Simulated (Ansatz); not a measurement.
# Work function of Nb(110): what the settings cost and change, part 2 of 2

Aim: the numerical settings behind the work function of Nb(110), with the cost of each.

Ansatz 0.2.0; plane-wave DFT, PBE, Ansatz PAW.

So far. Step 6 (Slab): The work function is 4.583 eV, +0.041 eV from the run “cutoff 420 eV”, at 0.061 times its CPU time. Step 7 (Run): The work function is 4.536 eV, -0.005 eV from the run “cutoff 420 eV”, at 0.14 times its CPU time.

### 8. Slab

input.yaml

```yaml
crystal:
  lattice:
    - [2.3334523779, -1.65, 0.0]
    - [2.3334523779, 1.65, 0.0]
    - [0.0, 0.0, 32.0007142675]
  atoms:
    - { symbol: Nb, position: [0.0, 0.0, 0.2812437224] }
    - { symbol: Nb, position: [0.5, 0.5, 0.3541624816] }
    - { symbol: Nb, position: [0.0, 0.0, 0.4270812408] }
    - { symbol: Nb, position: [0.5, 0.5, 0.5] }
    - { symbol: Nb, position: [0.0, 0.0, 0.5729187592] }
    - { symbol: Nb, position: [0.5, 0.5, 0.6458375184] }
    - { symbol: Nb, position: [0.0, 0.0, 0.7187562776] }
kpoints:
  mp_grid: { grid: [10, 10, 1] }
hamiltonian:
  xc: pbe
scf:
  occupations: { method: fermi_dirac, width: 0.1 }
  convergence: { dr2_threshold: 1.0e-09 }
efield:
  axis: 3
  dipole_correction: true
  ramp_position: 0.97
  ramp_width: 0.06
output:
  write_potential: true
  write_density: true
  volumetric_format: npy
```

On the command line:

```console
> ansatz run input.yaml --threads 2 --pin off --max-ram 3072MiB --backend cpu --events-out ev --progress --plain --runs-dir out
```

Numbers of over 12 decimals in the logs are rounded to 6 here.

What it wrote:

```text
[...]
Crystal: 7 atoms, lattice volume = 246.418 Å³
Basis set: ecut = 420 eV, 4833 PW (Γ)
Bands: 55, of which v1, the nominal top of the filled ones, is band 46 counted from 1 (45 counted from 0)
Symmetry: 4 space group operations
k-points: 31 of 100
[...]
k-point 0: bands = [... 42 lower, 6.9381, 7.0483, 7.1585, 7.2466, 7.3186, 7.5061, 7.5091, 7.9481, ... 5 higher]
  k-point 1: bands = [... 42 lower, 6.7501, 6.8735, 7.0567, 7.1166, 7.1352, 7.4881, 7.6030, 7.7542, ... 5 higher]
  k-point 2: bands = [... 42 lower, 6.4994, 6.6184, 6.6331, 6.7575, 6.9110, 6.9544, 7.2105, 8.1454, ... 5 higher]
  k-point 30: bands = [... 42 lower, 6.7866, 7.6783, 7.8758, 8.7441, 8.7738, 9.1546, 9.1937, 9.3039, ... 5 higher]
[key lines of the parts left out:]
SCF converged after 10 iterations
Free energy (F): -31864.082606 eV
Fermi energy:    7.025728 eV
Dipole field:    D = 0.000000 V/Å  (p = 0.000000 e·Å, saw-weighted, corrected)
Work function:   Φ+ = 4.5378 eV   Φ− = 4.5378 eV
```

Run time: 61 s. Hardware: 2 threads of Arm Neoverse N1, shared host; peak memory 0.69 GiB; 1.8 min of CPU time.

The work function is 4.538 eV, -0.004 eV from the run “cutoff 420 eV”, at 0.46 times its CPU time.

### 9. Slab

Edit input.yaml of step 8 so:

```diff
@@ -14,3 +14,3 @@
 kpoints:
-  mp_grid: { grid: [10, 10, 1] }
+  mp_grid: { grid: [22, 22, 1] }
 hamiltonian:
```

What it wrote:

```text
[...]
Crystal: 7 atoms, lattice volume = 246.418 Å³
Basis set: ecut = 420 eV, 4833 PW (Γ)
Bands: 55, of which v1, the nominal top of the filled ones, is band 46 counted from 1 (45 counted from 0)
Symmetry: 4 space group operations
k-points: 133 of 484
[...]
k-point 0: bands = [... 42 lower, 6.9394, 7.0492, 7.1603, 7.2532, 7.3232, 7.5044, 7.5116, 7.9468, ... 5 higher]
  k-point 1: bands = [... 42 lower, 6.9430, 6.9739, 7.1146, 7.2431, 7.3340, 7.4128, 7.5306, 8.0016, ... 5 higher]
  k-point 2: bands = [... 42 lower, 6.7917, 6.8982, 7.0605, 7.1480, 7.1871, 7.4543, 7.5843, 7.8216, ... 5 higher]
  k-point 132: bands = [... 42 lower, 6.7842, 7.6778, 7.8745, 8.7417, 8.7718, 9.1511, 9.1914, 9.3020, ... 5 higher]
[key lines of the parts left out:]
SCF converged after 10 iterations
Free energy (F): -31864.124529 eV
Fermi energy:    7.020266 eV
Dipole field:    D = -0.000000 V/Å  (p = -0.000000 e·Å, saw-weighted, corrected)
Work function:   Φ+ = 4.5427 eV   Φ− = 4.5427 eV
```

Wall time 4.5 min (2 threads); peak memory 1.8 GiB; 8.4 min of CPU time.

The work function is 4.543 eV, +0.001 eV from the run “cutoff 420 eV”, at 2.1 times its CPU time.

### 10. Slab

Edit input.yaml of step 9 so:

```diff
@@ -14,3 +14,3 @@
 kpoints:
-  mp_grid: { grid: [22, 22, 1] }
+  mp_grid: { grid: [15, 15, 1] }
 hamiltonian:
@@ -18,3 +18,3 @@
 scf:
-  occupations: { method: fermi_dirac, width: 0.1 }
+  occupations: { method: gaussian, width: 0.05 }
   convergence: { dr2_threshold: 1.0e-09 }
```

What it wrote:

```text
[...]
Crystal: 7 atoms, lattice volume = 246.418 Å³
Basis set: ecut = 420 eV, 4833 PW (Γ)
Bands: 55, of which v1, the nominal top of the filled ones, is band 46 counted from 1 (45 counted from 0)
Symmetry: 4 space group operations
k-points: 64 of 225
[...]
k-point 0: bands = [... 42 lower, 6.9272, 7.0428, 7.1511, 7.2404, 7.3125, 7.4990, 7.5058, 7.9395, ... 5 higher]
  k-point 1: bands = [... 42 lower, 6.8902, 6.9244, 7.0723, 7.1959, 7.3140, 7.3648, 7.5431, 7.9885, ... 5 higher]
  k-point 2: bands = [... 42 lower, 6.6405, 6.7573, 6.9227, 7.0005, 7.0364, 7.4593, 7.6655, 7.6921, ... 5 higher]
  k-point 63: bands = [... 42 lower, 6.6209, 7.5501, 7.6367, 8.4624, 8.9179, 9.0622, 9.3167, 9.4552, ... 5 higher]
[key lines of the parts left out:]
SCF converged after 10 iterations
Free energy (F): -31863.964798 eV
Fermi energy:    7.002486 eV
Dipole field:    D = -0.000001 V/Å  (p = -0.000001 e·Å, saw-weighted, corrected)
Work function:   Φ+ = 4.5691 eV   Φ− = 4.5691 eV
```

Elapsed: 2 min, on 2 threads; peak memory 1 GiB; 3.6 min of CPU time.

The work function is 4.569 eV, +0.027 eV from the run “cutoff 420 eV”, at 0.91 times its CPU time.

### 11. Run

Edit input.yaml of step 10 so:

```diff
@@ -18,3 +18,3 @@
 scf:
-  occupations: { method: gaussian, width: 0.05 }
+  occupations: { method: methfessel_paxton, width: 0.2 }
   convergence: { dr2_threshold: 1.0e-09 }
```

What it wrote:

```text
[...]
Crystal: 7 atoms, lattice volume = 246.418 Å³
Basis set: ecut = 420 eV, 4833 PW (Γ)
Bands: 55, of which v1, the nominal top of the filled ones, is band 46 counted from 1 (45 counted from 0)
Symmetry: 4 space group operations
k-points: 64 of 225
[...]
k-point 0: bands = [... 42 lower, 6.9357, 7.0502, 7.1587, 7.2508, 7.3216, 7.5036, 7.5135, 7.9467, ... 5 higher]
  k-point 1: bands = [... 42 lower, 6.8979, 6.9328, 7.0797, 7.2057, 7.3187, 7.3739, 7.5504, 7.9935, ... 5 higher]
  k-point 2: bands = [... 42 lower, 6.6482, 6.7651, 6.9277, 7.0101, 7.0442, 7.4648, 7.6725, 7.6985, ... 5 higher]
  k-point 63: bands = [... 42 lower, 6.6275, 7.5569, 7.6444, 8.4687, 8.9241, 9.0676, 9.3240, 9.4610, ... 5 higher]
[key lines of the parts left out:]
SCF converged after 10 iterations
Free energy (F): -31863.959904 eV
Fermi energy:    7.000869 eV
Dipole field:    D = -0.000000 V/Å  (p = -0.000000 e·Å, saw-weighted, corrected)
Work function:   Φ+ = 4.5620 eV   Φ− = 4.5620 eV
```

Elapsed: 2.1 min, on 2 threads; peak memory 1 GiB.

The work function is 4.562 eV, +0.020 eV from the run “cutoff 420 eV”, at 0.99 times its CPU time.

### 12. Run

Edit input.yaml of step 11 so:

```diff
@@ -18,3 +18,3 @@
 scf:
-  occupations: { method: methfessel_paxton, width: 0.2 }
+  occupations: { method: fermi_dirac, width: 0.3 }
   convergence: { dr2_threshold: 1.0e-09 }
```

What it wrote:

```text
band count auto-derived: 62 (N_el = 91.0; filled up to band 46; 55 by the electrons, moments and atoms)
[...]
Crystal: 7 atoms, lattice volume = 246.418 Å³
Basis set: ecut = 420 eV, 4833 PW (Γ)
Bands: 62, of which v1, the nominal top of the filled ones, is band 46 counted from 1 (45 counted from 0)
Symmetry: 4 space group operations
k-points: 64 of 225
[...]
k-point 0: bands = [... 42 lower, 6.9274, 7.0318, 7.1449, 7.2294, 7.3007, 7.4880, 7.5016, 7.9351, ... 12 higher]
  k-point 1: bands = [... 42 lower, 6.8779, 6.9237, 7.0650, 7.1851, 7.3169, 7.3566, 7.5313, 7.9891, ... 12 higher]
  k-point 2: bands = [... 42 lower, 6.6366, 6.7537, 6.9270, 6.9903, 7.0266, 7.4627, 7.6659, 7.6914, ... 12 higher]
  k-point 63: bands = [... 42 lower, 6.6149, 7.5473, 7.6356, 8.4607, 8.9155, 9.0730, 9.3058, 9.4589, ... 12 higher]
[key lines of the parts left out:]
SCF converged after 9 iterations
Free energy (F): -31865.311360 eV
Fermi energy:    7.096659 eV
Dipole field:    D = -0.000000 V/Å  (p = -0.000000 e·Å, saw-weighted, corrected)
Work function:   Φ+ = 4.4801 eV   Φ− = 4.4801 eV
```

Wall time 2.2 min (2 threads); peak memory 1.2 GiB; 4.1 min of CPU time.

The work function is 4.480 eV, -0.062 eV from the run “cutoff 420 eV”, at 1.0 times its CPU time.

### 13. Slab

Edit input.yaml of step 12 so:

```diff
@@ -18,3 +18,3 @@
 scf:
-  occupations: { method: fermi_dirac, width: 0.3 }
+  occupations: { method: cold, width: 0.1 }
   convergence: { dr2_threshold: 1.0e-09 }
```

What it wrote:

```text
[...]
Crystal: 7 atoms, lattice volume = 246.418 Å³
Basis set: ecut = 420 eV, 4833 PW (Γ)
Bands: 55, of which v1, the nominal top of the filled ones, is band 46 counted from 1 (45 counted from 0)
Symmetry: 4 space group operations
k-points: 64 of 225
[...]
k-point 0: bands = [... 42 lower, 6.9312, 7.0479, 7.1556, 7.2461, 7.3181, 7.5024, 7.5118, 7.9442, ... 5 higher]
  k-point 1: bands = [... 42 lower, 6.8955, 6.9285, 7.0771, 7.2014, 7.3174, 7.3701, 7.5485, 7.9918, ... 5 higher]
  k-point 2: bands = [... 42 lower, 6.6458, 6.7615, 6.9261, 7.0059, 7.0417, 7.4628, 7.6695, 7.6962, ... 5 higher]
  k-point 63: bands = [... 42 lower, 6.6262, 7.5548, 7.6412, 8.4671, 8.9224, 9.0654, 9.3221, 9.4592, ... 5 higher]
[key lines of the parts left out:]
SCF converged after 10 iterations
Free energy (F): -31863.959082 eV
Fermi energy:    7.003599 eV
Dipole field:    D = -0.000000 V/Å  (p = -0.000000 e·Å, saw-weighted, corrected)
Work function:   Φ+ = 4.5621 eV   Φ− = 4.5621 eV
```

It took 2 min on 2 threads; peak memory 1 GiB.

The work function is 4.562 eV, +0.020 eV from the run “cutoff 420 eV”, at 0.93 times its CPU time.

### 14. The series together

Times are for 2 threads of Arm Neoverse N1, shared host. The series side by side:

```csv
no.,setting,"work function, upper face (eV)",time,memory (GiB)
1,cutoff 200 eV,4.637,60 s,0.51
2,cutoff 300 eV,4.543,93 s,0.73
3,cutoff 420 eV,4.542,2.2 min,1.0
4,cutoff 600 eV,4.542,3.7 min,1.6
5,mesh 3x3,4.583,11 s,0.44
6,mesh 5x5,4.536,20 s,0.48
7,mesh 10x10,4.538,61 s,0.69
8,mesh 22x22,4.543,4.5 min,1.8
9,Gaussian smearing 0.05 eV,4.569,2 min,1.0
10,methfessel_paxton smearing 0.2 eV,4.562,2.1 min,1.0
11,fermi_dirac smearing 0.3 eV,4.480,2.2 min,1.2
12,cold smearing 0.1 eV,4.562,2 min,1.0
```

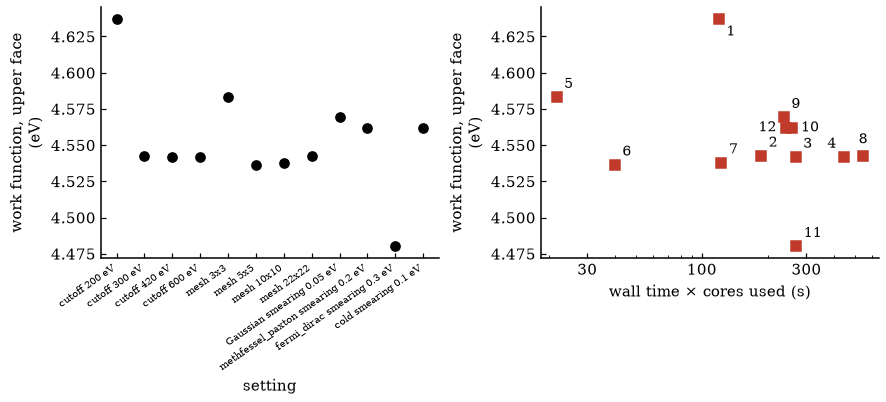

The series as plots; the last panel sets the first result against cost, with the runs numbered as in the table.

### 15. Varying the input

An input spoilt on purpose, to show how the run answers: it repeats the earlier run “cutoff 200 eV” with scf.convergence.dr2_threshold from 1e-09 to 0.0, and scf.max_iter set to 60; its output block differs too.

Edit input.yaml of step 13 so:

```diff
@@ -18,4 +18,5 @@
 scf:
-  occupations: { method: cold, width: 0.1 }
-  convergence: { dr2_threshold: 1.0e-09 }
+  occupations: { method: fermi_dirac, width: 0.1 }
+  convergence: { dr2_threshold: 0.0 }
+  max_iter: 60
 efield:
@@ -25,2 +26,4 @@
   ramp_width: 0.06
+basis:
+  ecutwfc: "200 eV"
 output:
```

What it wrote:

```text
Error: invalid value for `scf.convergence.dr2_threshold`: must be finite and > 0; got 0 eV
```

Run time: 0.02 s. Hardware: 2 threads; peak memory 0.06 GiB.

The program refused the input before any cycle.

The program's message: “Error: invalid value for `scf.convergence.dr2_threshold`: must be finite and > 0; got 0 eV”

The fault put into the input: a threshold that can't be met.

### 16. Summary of results

| Property | Result |
| --- | --- |
| work function, cutoff 200 eV | 4.637 eV |
| work function, cutoff 420 eV | 4.542 eV |
| work function, cutoff 600 eV | 4.542 eV |
| work function, fermi_dirac smearing 0.3 eV | 4.480 eV |

In words: The run at the highest cutoff gives 4.54 eV, and the settings tried spread the value from 4.48 to 4.64 eV. Against 600 eV, a cutoff of 200 eV is off by +0.095 eV. Against 600 eV, a cutoff of 420 eV is off by -0.000 eV. Against the finest mesh, 22 points along a, the coarser ones are off by +0.04 (3), -0.01 (5) and -0.00 (10) eV. The smearing schemes and widths spread it over 0.09 eV. The ladder's slabs use the tabulated experimental lattice constant (two decimals; a low-temperature value for the alkali metals). In 1 run of the series (cutoff 200 eV) the program warns that electrons reach the sawtooth's ramp, which makes dipole and work function less sure.

Computed beside measured:

| quantity | measured | cutoff 600 eV |
| --- | --- | --- |
| work function (clean (110) face, a compiled value) (eV) | 4.63 | 4.54 (-0.09 eV) |

Measured values from arxiv:1902.07811 (2019).

How well it matches: The work function is off by -0.09 eV: good agreement. The grades are ours: good and fair within 3 and 7 % for the work function. No cell relaxation is part of this session.

[Logs are printed without paths, hosts, clocks, repeated set-up lines and the standing remarks that a program may print on its own settings, such as how far it seeks lower states.]

[Hosts, paths, dates, database ids (printed as entryN), source tags and the programs' standing remarks are cut or masked in the printed files.]

[Maps of the electrostatic potential energy from Ansatz leave out the sawtooth potential of an applied field or a dipole correction, so their vacuum need not be flat; planar profiles and work functions include it.]
